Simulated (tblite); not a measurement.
Geometry relaxation of C4H10GeS3 (part 3 of 3)

Continued. System: C4H10GeS3. Method: GFN2-xTB geometry optimisation, gas phase (tblite 0.8.0). It belongs to a series of runs on one base structure; here: H on C replaced by SCH3.

Geometry of the input (Å):
```
C  2.1328  -1.4606  -0.9041
S  0.3869  -0.9750  -0.9596
C  -0.1116  0.0631  0.4247
Ge 0.1410  1.9383  -0.0723
S  1.9356  2.6923  1.0247
C  -1.5795  -0.1883  0.6643
C  -2.3224  -1.0357  -0.3148
S  -2.1915  0.3980  1.8181
H  2.2458  -2.5634  -0.7435
H  2.5713  -1.1778  -1.8834
H  2.6980  -0.8938  -0.1453
H  0.4665  -0.1911  1.3241
H  0.3170  2.1184  -1.5905
H  -1.0717  2.7602  0.4451
H  1.8934  2.2638  2.3654
H  -3.3544  -1.1407  0.1138
H  -2.2947  -0.5545  -1.2989
H  -1.8712  -2.0467  -0.2794
```

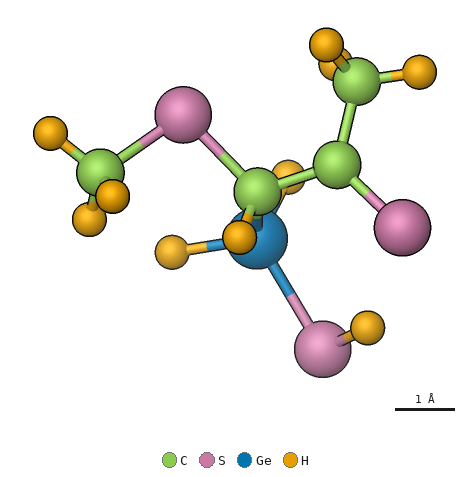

The geometry at step 216 of the log (ball-and-stick view, seen at a tilt).

## Trajectory as extended XYZ, continued
```
18
Properties=species:S:1:pos:R:3:forces:R:3 step=167 energy=-689.14384
C     2.1968   -1.1938   -0.9579   -0.0350  -0.0180  -0.0060
S     0.3965   -1.3093   -1.1232    0.0040   0.0320   0.0350
C    -0.0454   -0.3019    0.3320    0.0020  -0.0200  -0.0100
Ge    0.2858    1.6879   -0.0729   -0.0290   0.0060   0.0780
S     1.8616    2.4952    1.2426   -0.0450  -0.0210   0.0480
C    -1.4466   -0.3790    0.7513    0.0040   0.0290   0.0120
C    -2.4604   -0.8232   -0.2350    0.0060   0.0330   0.0240
S    -1.8404    0.1478    2.2496    0.0060  -0.0280  -0.0410
H     2.5167   -1.7288   -0.0668   -0.0090   0.0140  -0.0050
H     2.6196   -1.6590   -1.8426    0.0090   0.0090   0.0090
H     2.4907   -0.1461   -0.9072    0.0260  -0.0030  -0.0080
H     0.6204   -0.5904    1.1485   -0.0120   0.0100  -0.0180
H     0.7682    1.8254   -1.4971    0.0040   0.0050  -0.0420
H    -1.0043    2.4613    0.1112    0.0370  -0.0270  -0.0310
H     1.1366    2.3377    2.3457    0.0310   0.0020  -0.0550
H    -3.4652   -0.7057    0.1604   -0.0190  -0.0120   0.0130
H    -2.3517   -0.2429   -1.1543    0.0060  -0.0140  -0.0050
H    -2.2876   -1.8688   -0.4959    0.0140   0.0010   0.0010
18
Properties=species:S:1:pos:R:3:forces:R:3 step=177 energy=-689.14929
C     2.1908   -1.2514   -1.0490   -0.0300  -0.0240   0.0210
S     0.3836   -1.3024   -1.1701   -0.0050   0.0390   0.0340
C     0.0110   -0.2992    0.3057    0.0070   0.0070   0.0040
Ge    0.3433    1.6844   -0.1011   -0.0510   0.0570   0.0390
S     1.5660    2.6175    1.4815   -0.0140  -0.0190  -0.0380
C    -1.3745   -0.3384    0.7790    0.0120  -0.0170   0.0240
C    -2.4445   -0.7800   -0.1462    0.0160   0.0030   0.0060
S    -1.6998    0.2206    2.2834    0.0150  -0.0210  -0.0090
H     2.5135   -1.8344   -0.1878   -0.0120   0.0310  -0.0500
H     2.5711   -1.6922   -1.9654    0.0190   0.0000   0.0330
H     2.5266   -0.2175   -0.9631   -0.0110  -0.0340  -0.0060
H     0.7019   -0.5978    1.0968   -0.0100  -0.0180  -0.0170
H     1.0940    1.8172   -1.4106    0.0000   0.0030   0.0250
H    -1.0086    2.3558   -0.2495    0.0650   0.0140  -0.0050
H     0.7208    2.3205    2.4612   -0.0220  -0.0200  -0.0560
H    -3.4234   -0.6385    0.3046   -0.0040  -0.0010  -0.0280
H    -2.3754   -0.2248   -1.0845    0.0010   0.0150   0.0120
H    -2.3050   -1.8331   -0.3963    0.0240  -0.0160   0.0120
18
Properties=species:S:1:pos:R:3:forces:R:3 step=186 energy=-689.15790
C     2.1374   -1.3055   -1.1252    0.0390  -0.0210  -0.0100
S     0.3346   -1.2222   -1.2263   -0.0050   0.0080   0.0120
C     0.0543   -0.2652    0.2999   -0.0030   0.0080   0.0050
Ge    0.4132    1.7094   -0.1003   -0.0270   0.0060  -0.0590
S     1.2812    2.7461    1.6304   -0.0550  -0.0180   0.0660
C    -1.3135   -0.3064    0.8225    0.0050  -0.0220  -0.0210
C    -2.3999   -0.7678   -0.0731   -0.0190   0.0150  -0.0030
S    -1.5986    0.2358    2.3405   -0.0170  -0.0230   0.0300
H     2.4233   -1.9314   -0.2841    0.0100  -0.0120   0.0100
H     2.4901   -1.7457   -2.0524   -0.0210  -0.0100   0.0010
H     2.5437   -0.3016   -1.0142    0.0230   0.0080   0.0050
H     0.7693   -0.6043    1.0507    0.0230  -0.0040  -0.0080
H     1.3980    1.8244   -1.2430   -0.0020  -0.0070  -0.0040
H    -0.8972    2.3075   -0.5601   -0.0040   0.0310   0.0010
H     0.3366    2.3114    2.4615    0.0490   0.0220  -0.0400
H    -3.3728   -0.6400    0.3928   -0.0150   0.0060   0.0190
H    -2.3615   -0.2162   -1.0153    0.0090  -0.0130   0.0000
H    -2.2470   -1.8220   -0.3159    0.0100   0.0250  -0.0050
18
Properties=species:S:1:pos:R:3:forces:R:3 step=196 energy=-689.16296
C     2.1375   -1.3306   -1.1539    0.0000  -0.0020  -0.0020
S     0.3363   -1.1805   -1.2434   -0.0130   0.0170   0.0000
C     0.0701   -0.2308    0.2925    0.0070  -0.0080   0.0020
Ge    0.4268    1.7415   -0.1215    0.0540  -0.0310   0.0070
S     1.0863    2.7976    1.6898    0.0040   0.0230  -0.0550
C    -1.2855   -0.2974    0.8422    0.0040  -0.0310   0.0270
C    -2.3933   -0.7472   -0.0335    0.0060   0.0230  -0.0100
S    -1.5424    0.1656    2.3930   -0.0030  -0.0080   0.0190
H     2.4084   -1.9527   -0.3055   -0.0020  -0.0190   0.0150
H     2.4567   -1.8027   -2.0777   -0.0120   0.0000   0.0100
H     2.5877   -0.3435   -1.0666    0.0020   0.0030   0.0010
H     0.8051   -0.5651    1.0271    0.0090   0.0240  -0.0150
H     1.5446    1.8221   -1.1366   -0.0140   0.0160  -0.0240
H    -0.8175    2.3223   -0.7535   -0.0210  -0.0020  -0.0050
H     0.1467    2.2273    2.4334   -0.0350  -0.0140   0.0610
H    -3.3554   -0.6237    0.4563    0.0030  -0.0010   0.0170
H    -2.3801   -0.1955   -0.9749    0.0230   0.0040  -0.0210
H    -2.2408   -1.8005   -0.2789   -0.0130   0.0070  -0.0260
18
Properties=species:S:1:pos:R:3:forces:R:3 step=206 energy=-689.16843
C     2.1202   -1.3551   -1.1770    0.0200  -0.0100   0.0070
S     0.3280   -1.1375   -1.2591   -0.0270   0.0040  -0.0010
C     0.0942   -0.2115    0.2956   -0.0070   0.0090   0.0060
Ge    0.4347    1.7597   -0.1263    0.0480  -0.0290  -0.0300
S     0.8728    2.8676    1.7183   -0.0320   0.0130   0.0110
C    -1.2468   -0.3080    0.8724    0.0020  -0.0280  -0.0130
C    -2.3673   -0.7150   -0.0095    0.0010   0.0030  -0.0130
S    -1.4816    0.0739    2.4491    0.0130  -0.0100   0.0160
H     2.3776   -1.9005   -0.2726    0.0020  -0.0080  -0.0090
H     2.3958   -1.9365   -2.0508    0.0210   0.0120  -0.0060
H     2.6152   -0.3857   -1.2001    0.0070  -0.0210   0.0070
H     0.8584   -0.5352    1.0039   -0.0120   0.0000   0.0090
H     1.6423    1.8400   -1.0370   -0.0150   0.0100   0.0150
H    -0.7442    2.2865   -0.9136   -0.0400  -0.0080   0.0080
H    -0.0027    2.1591    2.4331    0.0180   0.0150  -0.0180
H    -3.3232   -0.6090    0.4976    0.0180   0.0100  -0.0150
H    -2.3568   -0.1291   -0.9307   -0.0080   0.0310   0.0120
H    -2.2253   -1.7576   -0.3048   -0.0070   0.0080   0.0150
18
Properties=species:S:1:pos:R:3:forces:R:3 step=216 energy=-689.17543
C     2.1174   -1.4059   -1.1716    0.0120   0.0020   0.0070
S     0.3463   -1.0659   -1.3015   -0.0250  -0.0150  -0.0100
C     0.1214   -0.1789    0.2793    0.0090  -0.0090   0.0020
Ge    0.4107    1.7967   -0.1536   -0.0030  -0.0110  -0.0270
S     0.6459    2.9497    1.7031    0.0460   0.0560  -0.0390
C    -1.1975   -0.3251    0.8876    0.0190   0.0240  -0.0080
C    -2.3414   -0.6843    0.0160    0.0090   0.0030   0.0200
S    -1.3833   -0.0329    2.4914    0.0040  -0.0200  -0.0100
H     2.2994   -2.0152   -0.2912    0.0180  -0.0370   0.0070
H     2.3980   -1.9523   -2.0669   -0.0120   0.0270   0.0160
H     2.6696   -0.4708   -1.1138    0.0220   0.0180  -0.0090
H     0.9080   -0.4840    0.9693    0.0380  -0.0230  -0.0150
H     1.6587    1.9041   -1.0096   -0.0130  -0.0050   0.0570
H    -0.7421    2.2552   -1.0217   -0.0230  -0.0170   0.0090
H    -0.0714    2.0807    2.4142   -0.0360  -0.0230   0.0070
H    -3.2782   -0.5809    0.5543   -0.0640   0.0040  -0.0100
H    -2.3441   -0.0645   -0.8824   -0.0050   0.0160   0.0070
H    -2.2263   -1.7193   -0.3146    0.0050   0.0120  -0.0030
18
Properties=species:S:1:pos:R:3:forces:R:3 step=226 energy=-689.18315
C     2.1275   -1.4286   -1.1832    0.0110   0.0020   0.0080
S     0.3605   -1.0649   -1.3117   -0.0050  -0.0020   0.0170
C     0.1505   -0.2023    0.2861   -0.0180  -0.0380   0.0210
Ge    0.3908    1.7719   -0.1594   -0.0050   0.0350   0.0220
S     0.5206    2.9959    1.6644   -0.0120  -0.0110  -0.0100
C    -1.1587   -0.3560    0.9104   -0.0080   0.0300   0.0330
C    -2.3272   -0.6273    0.0389    0.0030   0.0040  -0.0010
S    -1.3113   -0.1408    2.5298    0.0120  -0.0030  -0.0200
H     2.2953   -2.1153   -0.3573    0.0030   0.0030  -0.0140
H     2.4166   -1.8939   -2.1193    0.0060  -0.0180  -0.0160
H     2.6858   -0.5060   -1.0411    0.0040   0.0160   0.0080
H     0.9544   -0.5042    0.9579   -0.0070  -0.0150  -0.0160
H     1.6729    1.8999   -0.9516    0.0060   0.0140  -0.0090
H    -0.7511    2.1650   -1.0745    0.0220  -0.0110   0.0010
H    -0.2095    2.1387    2.3800    0.0120   0.0070  -0.0150
H    -3.2580   -0.4929    0.5837   -0.0040  -0.0100  -0.0080
H    -2.3011    0.0217   -0.8389   -0.0160   0.0060   0.0050
H    -2.2667   -1.6546   -0.3260   -0.0050  -0.0100  -0.0080
18
Properties=species:S:1:pos:R:3:forces:R:3 step=235 energy=-689.18435
C     2.1363   -1.4132   -1.1887   -0.0110   0.0090   0.0010
S     0.3571   -1.0980   -1.2914    0.0040   0.0030   0.0050
C     0.1460   -0.2230    0.2985   -0.0030  -0.0210   0.0030
Ge    0.4011    1.7516   -0.1539    0.0070   0.0110  -0.0130
S     0.5335    2.9919    1.6572   -0.0120  -0.0140  -0.0050
C    -1.1694   -0.3577    0.9161    0.0010   0.0140  -0.0050
C    -2.3363   -0.6173    0.0384   -0.0050   0.0100  -0.0090
S    -1.3239   -0.1380    2.5339   -0.0040   0.0040   0.0010
H     2.3366   -2.0879   -0.3605   -0.0010  -0.0010  -0.0040
H     2.4199   -1.8805   -2.1260    0.0090  -0.0020  -0.0020
H     2.6721   -0.4744   -1.0633   -0.0030  -0.0040  -0.0010
H     0.9415   -0.5348    0.9753    0.0010   0.0040   0.0010
H     1.6801    1.8865   -0.9538   -0.0060  -0.0050   0.0120
H    -0.7385    2.1378   -1.0745    0.0070  -0.0020   0.0040
H    -0.2093    2.1481    2.3742    0.0070   0.0060  -0.0020
H    -3.2702   -0.4783    0.5769    0.0070  -0.0140   0.0090
H    -2.3032    0.0361   -0.8360   -0.0030   0.0130   0.0010
H    -2.2823   -1.6424   -0.3340    0.0030  -0.0100   0.0040
18
Properties=species:S:1:pos:R:3:forces:R:3 step=245 energy=-689.18535
C     2.1305   -1.4189   -1.2003    0.0040   0.0090  -0.0120
S     0.3532   -1.0930   -1.2929   -0.0020  -0.0040  -0.0080
C     0.1532   -0.2238    0.3011   -0.0070  -0.0100   0.0000
Ge    0.4172    1.7494   -0.1527   -0.0140   0.0150  -0.0150
S     0.4454    3.0109    1.6465    0.0060  -0.0020   0.0010
C    -1.1599   -0.3537    0.9228   -0.0050   0.0060   0.0120
C    -2.3328   -0.6091    0.0517   -0.0020   0.0070   0.0000
S    -1.3071   -0.1316    2.5417   -0.0060  -0.0040  -0.0020
H     2.3309   -2.0952   -0.3735    0.0060   0.0050   0.0000
H     2.4097   -1.8871   -2.1388   -0.0090  -0.0010   0.0030
H     2.6704   -0.4820   -1.0794    0.0080  -0.0100   0.0130
H     0.9515   -0.5376    0.9734   -0.0040  -0.0050   0.0040
H     1.7304    1.8835   -0.8949   -0.0070  -0.0010   0.0020
H    -0.6858    2.1150   -1.1242    0.0120  -0.0010  -0.0080
H    -0.2649    2.1326    2.3559    0.0010   0.0040   0.0070
H    -3.2622   -0.4967    0.6041    0.0100  -0.0070   0.0060
H    -2.3197    0.0675   -0.8056    0.0020   0.0070   0.0010
H    -2.2687   -1.6239   -0.3466    0.0060  -0.0070  -0.0040
18
Properties=species:S:1:pos:R:3:forces:R:3 step=255 energy=-689.18581
C     2.1266   -1.4261   -1.2037    0.0000  -0.0030  -0.0030
S     0.3534   -1.0794   -1.2976   -0.0070   0.0010  -0.0030
C     0.1547   -0.2197    0.3017   -0.0020   0.0060   0.0050
Ge    0.4189    1.7544   -0.1544    0.0010  -0.0070  -0.0060
S     0.4027    3.0295    1.6356    0.0060   0.0050   0.0010
C    -1.1559   -0.3538    0.9273   -0.0010   0.0010   0.0050
C    -2.3307   -0.6088    0.0589    0.0030   0.0010   0.0030
S    -1.2987   -0.1370    2.5472   -0.0010  -0.0010   0.0010
H     2.3162   -2.1231   -0.3919    0.0020   0.0000   0.0060
H     2.4013   -1.8775   -2.1515    0.0080  -0.0020  -0.0050
H     2.6787   -0.5000   -1.0592    0.0000   0.0010   0.0020
H     0.9547   -0.5344    0.9714    0.0030  -0.0010  -0.0020
H     1.7495    1.8874   -0.8653   -0.0010  -0.0040  -0.0010
H    -0.6564    2.1068   -1.1603   -0.0030   0.0040  -0.0020
H    -0.2807    2.1373    2.3536   -0.0050  -0.0030   0.0030
H    -3.2569   -0.5174    0.6198    0.0000  -0.0020   0.0020
H    -2.3303    0.0839   -0.7856   -0.0040   0.0030  -0.0010
H    -2.2559   -1.6157   -0.3577    0.0020   0.0000  -0.0070
```

## Results in brief

```json
{"quantity": "outcome", "value": "converged"}
{"quantity": "total energy", "value": "−689.1858 eV"}
{"quantity": "hardware", "value": "1 CPU thread, shared host"}
{"quantity": "wall time", "value": "4.6 s"}
{"quantity": "peak memory", "value": "0.18 GiB"}
```
